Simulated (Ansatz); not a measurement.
The compound is TlNiF3 (Pm-3m).

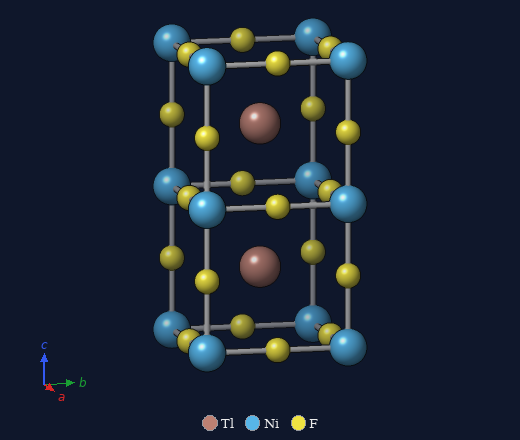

The structure (thallium pink, nickel blue, fluorine yellow). 1×1×2 cells are drawn. Some periodic images of atoms are drawn too.

```yaml
crystal:
  lattice:
    - [-4.08736, 0.00000, 0.00000]
    - [0.00000, 0.00000, -4.08736]
    - [0.00000, -4.08736, 0.00000]
  atoms:
    - { symbol: Tl, position: [0.50000, 0.50000, 0.50000] }
    - { symbol: Ni, position: [0.00000, 0.00000, 0.00000] }
    - { symbol: F, position: [0.50000, 0.00000, 0.00000] }
    - { symbol: F, position: [0.00000, 0.50000, 0.00000] }
    - { symbol: F, position: [0.00000, 0.00000, 0.50000] }
```

The cell and positions are those that the Materials Project relaxed with its own functionals (PBE, PBE+U or r2SCAN), kept fixed. Spin-orbit coupling is left out unless a run names it. PAW set soft_2, made with PBE.

A constrained-RPA run (Ansatz 0.2.0; non-magnetic LDA; Ni d, bands v4 to c1, 4×4×4 mesh, medium accuracy) builds 5 functions on bands 2.1 eV wide, with 8.0 electrons in the window. The bare on-site interaction is 22.7 eV and the bare J 0.76 eV.

Q: Estimate U, U′ and J.

On the Ni d shell, U = 6.81 eV (30 % of the bare value), U′ = 5.56 eV, J = 0.62 eV.

The parent state is non-magnetic and the interaction static (zero frequency); U depends on the window and the orbitals, so it belongs to this model alone. Spin-orbit coupling, which is strong for atoms this heavy, is left out.

[Paths, hosts, dates, memory and timing lines, banners, echoed tables and standing remarks are left out of the program output.]

[Logs are printed without paths, hosts, clocks, repeated set-up lines and the standing remarks that a program may print on its own settings, such as how far it seeks lower states.]

[Runs of the session that timed out or met a known fault of the program may be left out.]

[Hosts, paths, dates, database ids (printed as entryN), source tags and the programs' standing remarks are cut or masked in the printed files.]
